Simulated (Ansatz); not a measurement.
# CH6Si (methylsilane): levels of theory compared

We compute a comparison of 6 runs (UHF/STO-3G, UPBE/STO-3G, UPBE0/STO-3G, wB97M-V/STO-3G, BCCD(T)/STO-3G, UCCSD(T)/STO-3G) of CH6Si (methylsilane). 

The results are computed with Ansatz 0.2.0.

47 further runs of the same task are left out: 1 that didn't finish, 46 set aside as unsound or not needed.

## 1. The structure to begin with

The species is CH6Si (8 atoms), meant as a singlet with charge 0. As SMILES, `C[SiH3]`. The H5–C1 distance was set to 2.184 Å, away from the relaxed value. At this shape a bond of the SMILES string is far longer than usual.

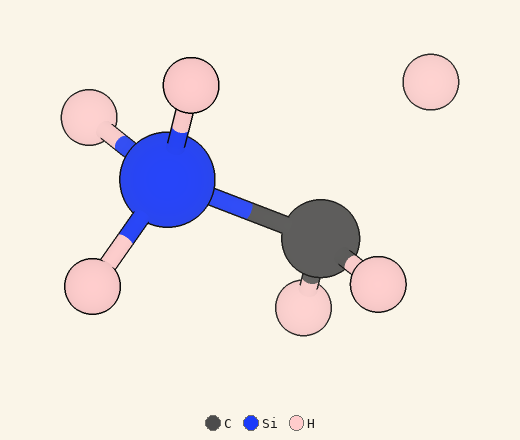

Viewed from a chosen angle; carbon dark grey, silicon blue, hydrogen pink.

## 2. The energy at UHF/STO-3G (run 1)

File in.yaml:

```yaml
crystal:
  periodic: [false, false, false]
  atoms:
    - {symbol: C, position_ang: [-0.449606, -0.801264, -0.746736]}
    - {symbol: Si, position_ang: [-0.105686, -1.255554, 1.035064]}
    - {symbol: H, position_ang: [-1.508576, -0.928494, -0.982016]}
    - {symbol: H, position_ang: [0.127364, -1.432424, -1.426236]}
    - {symbol: H, position_ang: [0.086600, 1.280720, -1.133860]}
    - {symbol: H, position_ang: [-0.893066, -0.394784, 1.958954]}
    - {symbol: H, position_ang: [1.337454, -1.081014, 1.353434]}
    - {symbol: H, position_ang: [-0.471216, -2.674214, 1.296344]}
basis:
  gaussian: {orbitals: STO-3G}
hamiltonian: {xc: hf}
magnetization: {spin_polarized: true, initial_magnetization: 0}
accuracy: high
```

The run is started by

```console
ansatz run in.yaml --threads 1 --pin off --max-ram 3480MiB --events-out events.jsonl --progress --plain --runs-dir runs
```

Output:

```text
Warning: RAYON_NUM_THREADS=1 ignored (pool sized by the plan → 1); use --threads N
Functional definition: HF
  name "HF"
  exchange = exact_x
  correlation = 0
359 factors; integrals over basis functions are off by at most 1.1e-8 eV
mean field evaluation 1: about -8875.7659 eV, gradient 1.1e1 eV
mean field evaluation 2: about -8875.7819 eV, gradient 1.1e1 eV
mean field evaluation 4: about -8877.0512 eV, gradient 1.0e0 eV
mean field evaluation 8: about -8877.0627 eV, gradient 1.4e-2 eV
mean field evaluation 16: about -8879.8348 eV, gradient 1.1e-1 eV
mean field evaluation 32: about -8879.8083 eV, gradient 8.9e-5 eV
mean field -8879.80827060 eV, -326.3269349945 hartree, gradient 1.4e-8 eV, S^2 0.895389; 4 other end points of the search recorded, 0 dependent functions left out
reference -8879.80827060 eV, -326.3269349945 hartree; 13, 13 occupied and 7, 7 virtual orbitals, 359 factors
Total energy: -8879.80827060 eV, -326.3269349945 hartree
```

Wall time 0.16 s (1 thread of Arm Neoverse V2, shared host).

## 3. A single-point energy at UPBE/STO-3G (run 2)

File job.yaml:

```yaml
crystal:
  periodic: [false, false, false]
  atoms:
    - {symbol: C, position_ang: [-0.449606, -0.801264, -0.746736]}
    - {symbol: Si, position_ang: [-0.105686, -1.255554, 1.035064]}
    - {symbol: H, position_ang: [-1.508576, -0.928494, -0.982016]}
    - {symbol: H, position_ang: [0.127364, -1.432424, -1.426236]}
    - {symbol: H, position_ang: [0.086600, 1.280720, -1.133860]}
    - {symbol: H, position_ang: [-0.893066, -0.394784, 1.958954]}
    - {symbol: H, position_ang: [1.337454, -1.081014, 1.353434]}
    - {symbol: H, position_ang: [-0.471216, -2.674214, 1.296344]}
basis:
  gaussian:
    orbitals: STO-3G
magnetization:
  spin_polarized: true
hamiltonian:
  xc: {name: PBE}
accuracy: high
```

The run is started by

```console
ansatz run job.yaml --threads 1 --pin off --max-ram 3480MiB --events-out events.jsonl --progress --plain --runs-dir runs
```

Output:

```text
Warning: RAYON_NUM_THREADS=1 ignored (pool sized by the plan → 1); use --threads N
Functional definition: PBE
  name "PBE"
  parameter kappa = 0.804
  parameter beta = 0.06672455060314922
  exchange = pbe_x(kappa = kappa, mu = beta*pi^2/3)
  correlation = pbe_c(beta = beta)
359 factors; integrals over basis functions are off by at most 1.1e-8 eV
mean field evaluation 1: about -8895.8545 eV, gradient 1.2e1 eV
mean field evaluation 2: about -8894.7670 eV, gradient 1.5e1 eV
mean field evaluation 4: about -8896.8056 eV, gradient 1.0e0 eV
mean field evaluation 8: about -8896.6922 eV, gradient 9.9e-2 eV
mean field evaluation 16: about -8896.6923 eV, gradient 3.6e-6 eV
mean field evaluation 32: about -8891.2325 eV, gradient 6.6e0 eV
mean field -8896.76918707 eV, -326.9502371782 hartree, gradient 6.8e-8 eV, S^2 0.383958; 3 other end points of the search recorded, 0 dependent functions left out
reference -8896.76918930 eV, -326.9502372602 hartree; 13, 13 occupied and 7, 7 virtual orbitals, 359 factors
Total energy: -8896.76918930 eV, -326.9502372602 hartree
```

It took 3.9 s on 1 thread of Arm Neoverse V2, shared host; peak memory 0.14 GiB.

Run 3 isn't shown in full; the table further down has it.

## 4. A single-point energy at wB97M-V/STO-3G (run 4)

File molecule.yaml:

```yaml
crystal:
  periodic: [false, false, false]
  atoms:
    - {symbol: C, position_ang: [-0.449606, -0.801264, -0.746736]}
    - {symbol: Si, position_ang: [-0.105686, -1.255554, 1.035064]}
    - {symbol: H, position_ang: [-1.508576, -0.928494, -0.982016]}
    - {symbol: H, position_ang: [0.127364, -1.432424, -1.426236]}
    - {symbol: H, position_ang: [0.086600, 1.280720, -1.133860]}
    - {symbol: H, position_ang: [-0.893066, -0.394784, 1.958954]}
    - {symbol: H, position_ang: [1.337454, -1.081014, 1.353434]}
    - {symbol: H, position_ang: [-0.471216, -2.674214, 1.296344]}
basis:
  gaussian: {orbitals: STO-3G}
accuracy: high
total_charge: 0
hamiltonian: {xc: {name: wB97M-V}}
```

The run is started by

```console
ansatz run molecule.yaml --threads 1 --pin off --max-ram 3480MiB --events-out events.jsonl --progress --plain --runs-dir runs
```

Output (excerpt; [...] marks lines left out):

```text
Warning: RAYON_NUM_THREADS=1 ignored (pool sized by the plan → 1); use --threads N
Functional definition: wB97M-V
  name "wB97M-V"
[...]
  gx(w, u) = 1 - cx + cx01*u + cx10*w
  gss(w, u) = css00 + css04*u^4 + css10*w + css20*w^2 + css43*w^4*u^3
  gos(w, u) = cos00 + cos10*w + (cos20 + cos21*u)*w^2 + (cos60 + cos61*u)*w^6
[...]
      + integral(e_c_pw_mod_opposite_spin*gos(b97_w_opposite, b97_u_opposite)) + vv10(b, c)
359 factors; integrals over basis functions are off by at most 1.1e-8 eV
174 factors; integrals over basis functions are off by at most 1.4e-9 eV
[...]
mean field -8902.22877942 eV, -327.1508734963 hartree, gradient 3.9e-8 eV, S^2 0.000000; 0 other end points of the search recorded, 0 dependent functions left out
reference -8902.22878247 eV, -327.1508736085 hartree; 13, 13 occupied and 7, 7 virtual orbitals, 359 factors
Total energy: -8902.22878247 eV, -327.1508736085 hartree
```

Run time: 20 s. Hardware: 1 thread of Arm Neoverse V2, shared host; peak memory 0.31 GiB.

Run 5 isn't shown in full; the table further down has it.

## 5. A single-point energy at UCCSD(T)/STO-3G (run 6)

in.yaml, as its differences from that of step 2:

```diff
@@ -12,5 +12,12 @@
 basis:
-  gaussian: {orbitals: STO-3G}
-hamiltonian: {xc: hf}
-magnetization: {spin_polarized: true, initial_magnetization: 0}
+  gaussian:
+    orbitals: STO-3G
+total_charge: 0
+magnetization:
+  spin_polarized: true
+correlation:
+  method: ccsd_t
+  frozen_orbitals: {C: 1, H: 0, Si: 5}
 accuracy: high
+scf:
+  omitted_lower_state_checks: [cluster_reference, increment]
```

The run is started by

```console
ansatz run in.yaml --threads 1 --pin off --max-ram 3480MiB --events-out events.jsonl --progress --plain --runs-dir runs
```

Output (excerpt; [...] marks lines left out):

```text
Warning: RAYON_NUM_THREADS=1 ignored (pool sized by the plan → 1); use --threads N
Functional definition: HF
  name "HF"
[...]
359 factors; integrals over basis functions are off by at most 1.1e-8 eV
[...]
mean field -8879.80827060 eV, -326.3269349945 hartree, gradient 1.4e-8 eV, S^2 0.895389; 5 other end points of the search recorded, 0 dependent functions left out
6 core orbitals not correlated: weight in the atoms' cores, before any rotation towards them, 1.000 or more for the frozen orbitals, at most 0.000 for the correlated occupied ones
reference -8879.80827060 eV, -326.3269349945 hartree; 7, 7 occupied and 7, 7 virtual orbitals, 359 factors
second order -2.21447142 eV of doubles, -0.00000000 eV of singles
cycle   1  -2.84227391 eV  change   -6.3e-1 eV  update   6.5e-2
[...]
cycle  32  -3.63751452 eV  change   5.0e-10 eV  update  3.8e-10
perturbative correction -0.06564412 eV, -0.0024123768 hartree
Total energy: -8883.51142924 eV, -326.4630235643 hartree
Checks for a lower state left out: cluster_reference, increment
```

It took 0.3 s on 1 thread of Arm Neoverse V2, shared host.

## 6. Overview of the runs

```csv
run,level,frozen core orbitals,energy (Eh),⟨S²⟩,wall time
1,UHF/STO-3G,–,-326.326935,0.895,0.16 s
2,UPBE/STO-3G,–,-326.950237,0.384,3.9 s
3,UPBE0/STO-3G,–,-327.005820,0.674,4.8 s
4,wB97M-V/STO-3G,–,-327.150874,–,20 s
5,BCCD(T)/STO-3G,6,-326.464821,–,0.16 s
6,UCCSD(T)/STO-3G,6,-326.463024,0.895,0.3 s
```

## 7. Results

```
                                          quantity          value
                               run 6: total energy  -326.46302 Eh
run 6: correlation energy (6 core orbitals frozen)     -136.1 mEh
                             run 6: (T) correction      -2.41 mEh
          run 6: ⟨S²⟩ of the reference determinant          0.895
                              run 6: T1 diagnostic          0.062
```

In words: Below the UHF energy at the same shape and in the same basis (STO-3G): BCCD(T) -137.9 mEh; UCCSD(T) -136.1 mEh. Some of these start from another determinant than that one, so these aren't their correlation energies. Totals of different functionals can't be ranked against each other. In run 5 the log says that unrestricted orbitals would lower the reference, so the values rest on an unstable closed-shell determinant (other closed-shell runs at this shape may share the fault). In runs 1, 2, 3, 4, 5, 6 the basis is minimal, so the values are rough. In run 4 a closed-shell determinant meets a far-stretched bond, which it describes badly. Spin contamination of the reference: run 1 ⟨S²⟩ = 0.90, run 6 ⟨S²⟩ = 0.90, run 3 ⟨S²⟩ = 0.67, run 2 ⟨S²⟩ = 0.38. Where it is this large, the reference is a mixture of spin states, and values that rest on it are in doubt. All runs together took 29 s, the longest 20 s.
